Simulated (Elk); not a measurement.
# Ta: optical spectrum from first principles

Aim: the dielectric function of Ta, and the optical constants that follow from it.

Main program and level: Elk 11.2.3 (patched build); DFT, PBE, all-electron APW+lo, Dirac cores, scalar-relativistic bands, independent-particle optical response without local fields.

### Step 1. Set-up

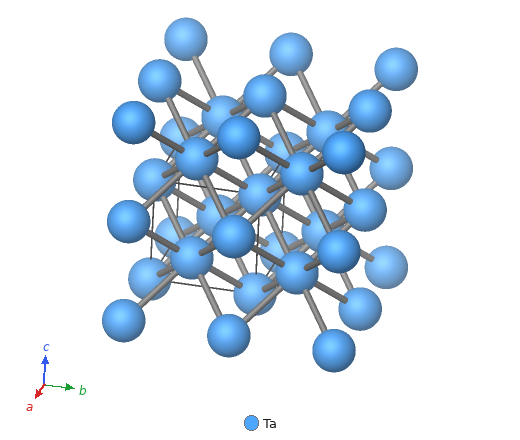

Start, viewed from a free direction; tantalum blue. 2×2×2 cells are drawn. This picture shows the conventional cell, with its axes. Some periodic images of atoms are drawn too.

### Step 2. Ground state

The self-consistent density comes first; it also tells whether there is a gap, which decides the occupations and the need for a Drude term.

This step: DFT, PBE, all-electron APW+lo, Dirac cores, scalar-relativistic bands, ground state (Elk 11.2.3 (patched build)).

elk.in

```
tasks
  0
  120

xctype
  20

nempty
  10

lorbcnd
  .true.

rgkmax
  7.0

swidth
  0.0018375

maxscl
  100

epsengy
  1e-05

sppath
  './'

avec
  -3.120466955072 3.120466955072 3.120466955072
  3.120466955072 -3.120466955072 3.120466955072
  3.120466955072 3.120466955072 -3.120466955072

atoms
  1
  'Ta.in'
  1
  0.000000000000 0.000000000000 0.000000000000   0.000 0.000 0.000

ngridk
  17 17 17
```

The run is started by

```bash
> OMP_NUM_THREADS=4 elk
```

Numbers of over 12 decimals in the logs are rounded to 6 here.

Log:

```text
┌─────────────────────────┐
│ Elk code version 11.2.3 │
└─────────────────────────┘

All units are atomic (Hartree, Bohr, etc.)

┌─────────────────────────────────────────────────┐
│ Ground-state run starting from atomic densities │
└─────────────────────────────────────────────────┘

Lattice vectors :
  -3.120466955       3.120466955       3.120466955
   3.120466955      -3.120466955       3.120466955
   3.120466955       3.120466955      -3.120466955

Reciprocal lattice vectors :
 -0.2332466050E-16   1.006770044       1.006770044
   1.006770044     -0.2332466050E-16   1.006770044
   1.006770044       1.006770044     -0.2332466050E-16

Unit cell volume      :    121.5398665
Brillouin zone volume :    2.040895885

Muffin-tin inner radius fraction :   0.1000000000E-01

Nuclei treated as point charges

Species : 1 (Ta)
 parameters loaded from : Ta.in
 name : tantalum
 nuclear charge    :   -73.00000000
 electronic charge :    73.00000000
 atomic mass :    329847.8435
 muffin-tin radius :    2.677403655
 number of radial points in muffin-tin :   1393
 inner part over the whole radius :   0.9933286392E-02
 number on inner part of muffin-tin    :    998
 approximate nuclear radius :   0.1005189763E-03
 number of mesh points to nuclear radius :    520
 atomic positions (lattice), magnetic fields (Cartesian) :
  1 :   0.00000000  0.00000000  0.00000000    0.00000000  0.00000000  0.00000000

Total number of atoms per unit cell :    1
Total muffin-tin volume :    80.39520833
 ratio of muffin-tin to unit cell volume :   0.6614719158

Spin treatment :
 spin-unpolarised

Number of Bravais lattice symmetries :   48
Number of crystal symmetries         :   48
Crystal has inversion symmetry
Real symmetric eigensolver will be used

k-point grid :     17    17    17
k-point offset :    0.000000000       0.000000000       0.000000000
k-point set is reduced with full crystal symmetry group
Total number of k-points :      165

Muffin-tin radius times maximum |G+k| :    7.000000000
 using average radius
Maximum |G+k| for APW functions       :    2.614473162
Maximum (1/2)|G+k|²                   :    3.417734958
Maximum |G| for potential and density :    12.00000000
Constant for pseudocharge density :    8
 order of it for each species :   15
 order of it for pair densities of each species (exact exchange by exxq0 0: 15) :   10
Radial integration step length :    1

G-vector grid sizes :     21    21    21
Number of G-vectors :     3559

Maximum angular momentum used for
 APW functions            :    8
 outer part of muffin-tin :    6
 inner part of muffin-tin :    2

Total nuclear charge    :   -73.00000000
Total core charge       :    46.00000000
Total valence charge    :    27.00000000
Total excess charge     :    0.000000000
Total electronic charge :    73.00000000

Effective Wigner radius, rₛ :   0.7352512336

Number of empty states         :     10
Total number of valence states :     24
Total number of core states    :     46

Conduction state local-orbitals added automatically
Third-order local-orbitals added for an l without core states : F
Total number of local-orbitals :     76

Exchange-correlation functional :     20     0     0
 Perdew-Burke-Ernzerhof, Phys. Rev. Lett. 77, 3865 (1996)
 gradient requirement :    1
 generalised gradient approximation (GGA)

Smearing type :    3
 Fermi-Dirac
Smearing width :   0.1837500000E-02
Effective electronic temperature (K) :    580.2366081

Mixing type :    3
 Broyden mixing, J. Phys. A: Math. Gen. 17, L317 (1984)

Kohn-Sham potential initialised from atomic data

┌──────────────────────────────┐
│ Self-consistent loop started │
└──────────────────────────────┘

┌─────────────────┐
│ Loop number : 1 │
└─────────────────┘

Energies :
 Fermi                       :     0.259405
 sum of occupied eigenvalues :     -9562.7456616081
 electron kinetic            :      17537.770286058
 core electron kinetic       :      16953.235728469
 Coulomb                     :     -32846.735944764
 Coulomb potential           :     -26687.231108592
 nuclear-nuclear             :     -1553.7318077017
 electron-nuclear            :     -35935.768201517
 Hartree                     :      4642.7640644541
 Madelung                    :     -19503.120390468
 xc potential                :     -413.28483907388
 exchange                    :     -312.98282210984
 correlation                 :     -4.426679
 electron entropic           :    -0.37160768791281E-03
 total energy                :     -15626.375531252

Density of states at Fermi energy :    33.37763331
 (states/Hartree/unit cell)

Estimated indirect band gap :   0.1759786844E-02
 from k-point 101 to k-point 126
Estimated direct band gap   :   0.2645252507E-02
 at k-point 35

Charges :
 core                        :    46.00000000
 valence                     :    27.00000000
 interstitial                :    1.617616363
 muffin-tins (core leakage)
  species : 1 (Ta)
   atom 1                    :    71.38238364     (  0.1619549792E-06)
 total in muffin-tins        :    71.38238364
 total calculated charge     :    73.00002897
 total charge                :    73.00000000
 error                       :   0.2897391312E-04

┌─────────────────┐
│ Loop number : 2 │
└─────────────────┘

Energies :
 Fermi                       :     0.260607
 sum of occupied eigenvalues :     -9562.7605561215
 electron kinetic            :      17537.757547723
 core electron kinetic       :      16953.171890903
 Coulomb                     :     -32846.862352182
 Coulomb potential           :     -26687.147284604
 nuclear-nuclear             :     -1553.7318077017
 electron-nuclear            :     -35936.105910510
 Hartree                     :      4642.9753660301
 Madelung                    :     -19503.288709880
 xc potential                :     -413.37081924072
 exchange                    :     -312.98881811818
 correlation                 :     -4.426710
 electron entropic           :    -0.37187798908166E-03
 total energy                :     -15626.520704180

Density of states at Fermi energy :    33.40638718
 (states/Hartree/unit cell)

Estimated indirect band gap :   0.1717668077E-02
 from k-point 58 to k-point 126
Estimated direct band gap   :   0.2658568209E-02
 at k-point 35

Charges :
 core                        :    46.00000000
 valence                     :    27.00000000
 interstitial                :    1.616143144
 muffin-tins (core leakage)
  species : 1 (Ta)
   atom 1                    :    71.38385686     (  0.1612599760E-06)
 total in muffin-tins        :    71.38385686
 total calculated charge     :    73.00002958
 total charge                :    73.00000000
 error                       :   0.2958470104E-04

RMS change in Kohn-Sham potential (target) :   0.1611504942     (  0.1000000000E-05)
Absolute change in total energy (target)   :   0.1451729285     (  0.1000000000E-04)

[... 11 loops left out ...]

┌──────────────────┐
│ Loop number : 14 │
└──────────────────┘

Energies :
 Fermi                       :     0.403060
 sum of occupied eigenvalues :     -9556.3884173362
 electron kinetic            :      17542.073019230
 core electron kinetic       :      16953.280486938
 Coulomb                     :     -32850.548738085
 Coulomb potential           :     -26682.908926370
 nuclear-nuclear             :     -1553.7318077017
 electron-nuclear            :     -35947.920600072
 Hartree                     :      4651.1036696888
 Madelung                    :     -19509.094274900
 xc potential                :     -415.55251019691
 exchange                    :     -313.20789522241
 correlation                 :     -4.427204
 electron entropic           :    -0.39152639528825E-03
 total energy                :     -15626.111209693

Density of states at Fermi energy :    35.32463103
 (states/Hartree/unit cell)

Estimated indirect band gap :   0.9649304970E-03
 from k-point 132 to k-point 105
Estimated direct band gap   :   0.3460914191E-02
 at k-point 95

Charges :
 core                        :    46.00000000
 valence                     :    27.00000000
 interstitial                :    1.520974664
 muffin-tins (core leakage)
  species : 1 (Ta)
   atom 1                    :    71.47902534     (  0.1336187054E-06)
 total in muffin-tins        :    71.47902534
 total calculated charge     :    73.00006184
 total charge                :    73.00000000
 error                       :   0.6184189962E-04

RMS change in Kohn-Sham potential (target) :   0.1978292506E-06 (  0.1000000000E-05)
Absolute change in total energy (target)   :   0.6354424841E-05 (  0.1000000000E-04)

Convergence targets achieved

┌──────────────────┐
│ Loop number : 15 │
└──────────────────┘

Energies :
 Fermi                       :     0.403060
 sum of occupied eigenvalues :     -9556.3884270314
 electron kinetic            :      17542.073007471
 core electron kinetic       :      16953.280477733
 Coulomb                     :     -32850.548734019
 Coulomb potential           :     -26682.908923388
 nuclear-nuclear             :     -1553.7318077017
 electron-nuclear            :     -35947.920595506
 Hartree                     :      4651.1036691883
 Madelung                    :     -19509.094272325
 xc potential                :     -415.55251111435
 exchange                    :     -313.20789518933
 correlation                 :     -4.427204
 electron entropic           :    -0.39152638444209E-03
 total energy                :     -15626.111217353

Density of states at Fermi energy :    35.32462935
 (states/Hartree/unit cell)

Estimated indirect band gap :   0.9649315450E-03
 from k-point 132 to k-point 105
Estimated direct band gap   :   0.3460912956E-02
 at k-point 95

Charges :
 core                        :    46.00000000
 valence                     :    27.00000000
 interstitial                :    1.520974659
 muffin-tins (core leakage)
  species : 1 (Ta)
   atom 1                    :    71.47902534     (  0.1336201834E-06)
 total in muffin-tins        :    71.47902534
 total calculated charge     :    73.00006184
 total charge                :    73.00000000
 error                       :   0.6184188987E-04

┌──────────────────────────────┐
│ Self-consistent loop stopped │
└──────────────────────────────┘

Wrote STATE.OUT
```

Elapsed: 11 s, on 4 threads of Intel Xeon 6975P-C (Granite Rapids), shared host; peak memory 0.08 GiB; 34 s of CPU time.

Read-outs, printed or worked out from the files:

| Item | Value |
| --- | --- |
| total energy | -15626 Ha |
| Fermi energy | 10.97 eV |
| DOS at the Fermi level | 1.298 states/eV/cell |

There are states at the Fermi level within the smearing, so the occupations stay smeared and the carriers get a Drude term.

### Step 3. Independent particles

The spectrum is a sum over vertical transitions between filled and empty bands at the fixed density, so many empty bands are needed.

This step: DFT, PBE, all-electron APW+lo, Dirac cores, scalar-relativistic bands, independent-particle optical response without local fields (Elk 11.2.3 (patched build)).

Changes to elk.in since step 2:

```diff
@@ -1,4 +1,9 @@
 tasks
-  0
-  120
+  121
+
+optcomp
+  1 1
+
+intraband
+  .true.
 
@@ -17,9 +22,7 @@
 swidth
-  0.0018375
+  0.0055124
 
-maxscl
-  100
-
-epsengy
-  1e-05
+wplot
+  400 100 0
+  0.0 0.51449
```

The run is started by

```bash
> OMP_NUM_THREADS=4 elk
```

Log:

```text
┌─────────────────────────────────┐
│ Elk code version 11.2.3 started │
└─────────────────────────────────┘

Info(readinput): the functional depends on the density's gradient
 muffin-tin radial points multiplied by    2.00000
 (not where nrmtscf is given)

┌────────────────────┐
│ Current task : 121 │
└────────────────────┘
Info(checkmt): changed muffin-tin radius of species 1 (Ta) from   2.8000 to   2.6774

Info(dielectric):
 dielectric tensor written to EPSILON_ij.OUT
 optical conductivity written to SIGMA_ij.OUT
 plasma frequency written to PLASMA_ij.OUT
 for components
  i = 1, j = 1

┌──────────────────┐
│ Elk code stopped │
└──────────────────┘
```

Elapsed: 2.2 s, on 4 threads; peak memory 0.03 GiB.

This step gave:

| Quantity | Value |
| --- | --- |
| Drude plasma energy, first axis | 8.387 eV |

Sum at mesh points, not converged in k. Table of Im ε, E ∥ x by photon energy; read off at these points:

| photon energy (eV) | Im ε, E ∥ x |
| --- | --- |
| 0.50 | 82.5 |
| 1.00 | 15.7 |
| 1.50 | 10.7 |
| 2.00 | 10.3 |
| 2.50 | 10.7 |
| 3.00 | 15.9 |
| 3.22 | 17.2 |
| 3.50 | 13.1 |
| 4.00 | 14.3 |
| 4.50 | 13.9 |
| 5.00 | 16.3 |
| 5.28 | 23.1 |
| 5.50 | 19.1 |
| 6.00 | 9.83 |
| 6.50 | 7.38 |
| 7.00 | 4.10 |
| 7.50 | 3.85 |
| 8.00 | 3.82 |
| 8.50 | 3.35 |
| 8.82 | 5.06 |
| 9.00 | 4.58 |
| 9.50 | 3.58 |
| 10.00 | 3.45 |
| 10.50 | 2.76 |
| 11.00 | 3.05 |
| 11.50 | 2.08 |
| 12.00 | 2.59 |
| 12.50 | 2.21 |
| 13.00 | 1.82 |
| 13.50 | 2.03 |

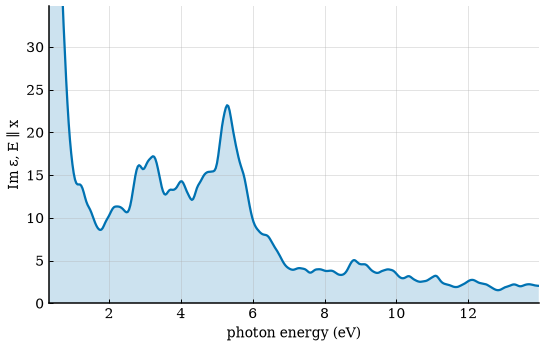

Im ε, E ∥ x against photon energy. Below 1 eV the curve runs off the scale.

Values under 1 per cm are given as 1; sum at mesh points, not converged in k. Table of absorption coefficient, E ∥ x by photon energy:

| photon energy (eV) | absorption coefficient, E ∥ x (1/cm) |
| --- | --- |
| 1.01 | 7.3e5 |
| 2.00 | 4.6e5 |
| 3.01 | 7.4e5 |
| 3.99 | 9.7e5 |
| 5.00 | 1.3e6 |
| 5.98 | 2.1e6 |
| 7.00 | 1.7e6 |
| 8.01 | 1.5e6 |
| 8.99 | 1.7e6 |
| 10.01 | 1.8e6 |
| 10.99 | 1.7e6 |
| 12.01 | 1.6e6 |
| 12.98 | 1.4e6 |

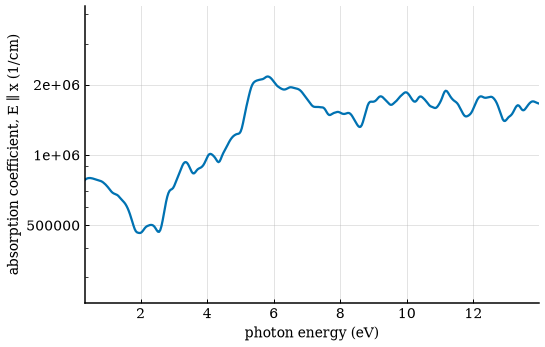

Absorption coefficient, E ∥ x, plotted against photon energy.

The reflectivity at normal incidence, E ∥ x has structure finer than the step of the table below, so its rows give means over 1 eV, whole bins alone (the curve runs from 0.315 to 14.0 eV). Peaks (eV: height): 3.3: 49.2, 5.9: 67.2, 9.3: 45.5, 10.0: 47.2, 11.2: 45.8, 12.6: 40.8.

Sum at mesh points, not converged in k. Reflectivity at normal incidence, E ∥ x against photon energy; means over each step:

| photon energy (eV) | reflectivity at normal incidence, E ∥ x (%) |
| --- | --- |
| 1 | 89.8 |
| 2 | 50.3 |
| 3 | 45.2 |
| 4 | 43.4 |
| 5 | 50.2 |
| 6 | 64.3 |
| 7 | 61.5 |
| 8 | 46.0 |
| 9 | 40.0 |
| 10 | 43.2 |
| 11 | 41.0 |
| 12 | 35.0 |
| 13 | 31.6 |

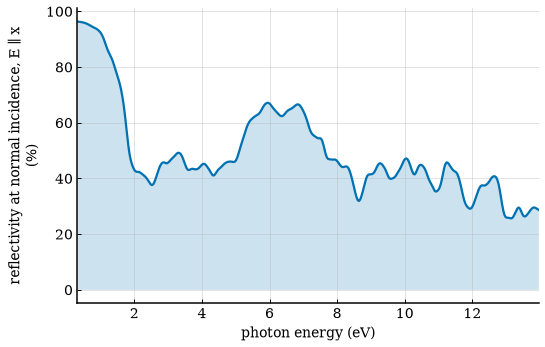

Reflectivity at normal incidence, E ∥ x, plotted against photon energy.

The loss function −Im 1/ε at q → 0, E ∥ x has structure finer than the step of the table below, so its rows give means over 1 eV, whole bins alone (the curve runs from 0.315 to 14.0 eV). Peaks (eV: height): 8.5: 0.264, 10.8: 0.309, 11.8: 0.424, 12.9: 0.548.

Sum at mesh points, not converged in k. The loss function −Im 1/ε at q → 0, E ∥ x by energy loss; means over each step:

| energy loss (eV) | loss function −Im 1/ε at q → 0, E ∥ x |
| --- | --- |
| 1 | 0.00921 |
| 2 | 0.0792 |
| 3 | 0.0601 |
| 4 | 0.0719 |
| 5 | 0.0540 |
| 6 | 0.0567 |
| 7 | 0.0988 |
| 8 | 0.190 |
| 9 | 0.203 |
| 10 | 0.217 |
| 11 | 0.275 |
| 12 | 0.355 |
| 13 | 0.445 |

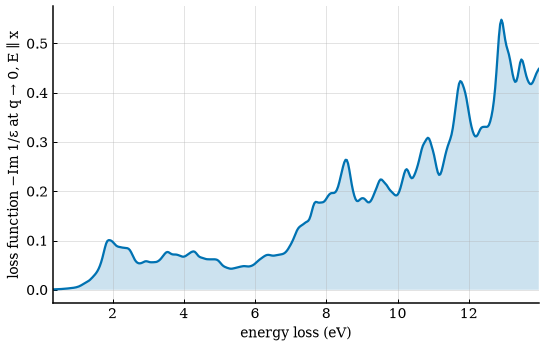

Loss function −Im 1/ε at q → 0, E ∥ x, plotted against energy loss.

From ε follow the optical constants at some laser and lamp lines:

| wavelength (nm) | n | k | R (%) | 1/α |
| --- | --- | --- | --- | --- |
| 800 | 1.29 | 3.911 | 74.8 | 16 nm |
| 450 | 3.46 | 2.222 | 44.3 | 16 nm |
| 405 | 3.32 | 2.481 | 46.5 | 13 nm |
| 365 | 2.79 | 2.687 | 48.3 | 11 nm |
| 308 | 2.93 | 2.436 | 45.2 | 10 nm |
| 248 | 3.28 | 2.481 | 46.4 | 8.0 nm |
| 193 | 1.32 | 2.970 | 62.8 | 5.2 nm |

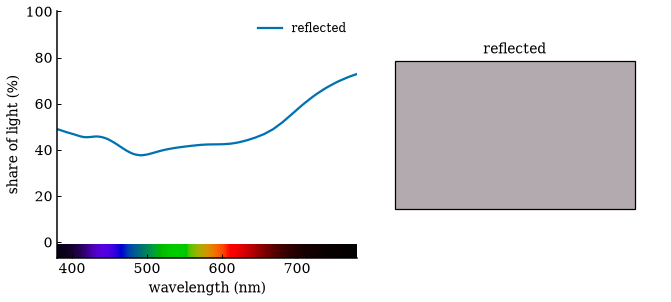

Light reflected across the visible range, with the colour that it makes of daylight (sRGB).

A polished face would reflect 41 % of daylight and look light grey (CIE x = 0.317, y = 0.322 under D65).

### Step 4. Results

```
Drude plasma energy, first axis : 8.39 eV
```

**Reading.** At this level (PBE, independent particles) Ta is a metal with a Drude plasma energy of 8.4 eV. The mesh is too coarse to trust the carriers' weight, the reflectivity or the colour to better than tens of per cent. Along x the bare Drude plasma energy is 8.4 eV; Re ε first rises through zero at 2.02 eV, far lower, because interband transitions screen the carriers. Im ε is 10 there, so the loss peak at that energy is weak. A polished face would reflect 41 % of daylight and look light grey (CIE x = 0.317, y = 0.322 under D65). The carriers' damping of 0.15 eV is typed, not computed; at 0.8 eV the carriers give 75 % of Im ε along the first axis; the rest comes from the sum over bands, which at low energy also holds close bands and the noise of the mesh. Spin-orbit coupling is left out although heavy atoms are present. The sum runs over mesh points 0.16 Å⁻¹ apart with no interpolation, so peaks are partly noise of the mesh, and the Drude plasma energy, a sum over the Fermi surface, isn't converged.

[Machine, clock and banner lines and Python warnings are left out of the logs.]

[Logs are printed without paths, hosts, clocks, repeated set-up lines and the standing remarks that a program may print on its own settings, such as how far it seeks lower states.]

[Hosts, paths, dates, database ids (printed as entryN), source tags and the programs' standing remarks are cut or masked in the printed files.]
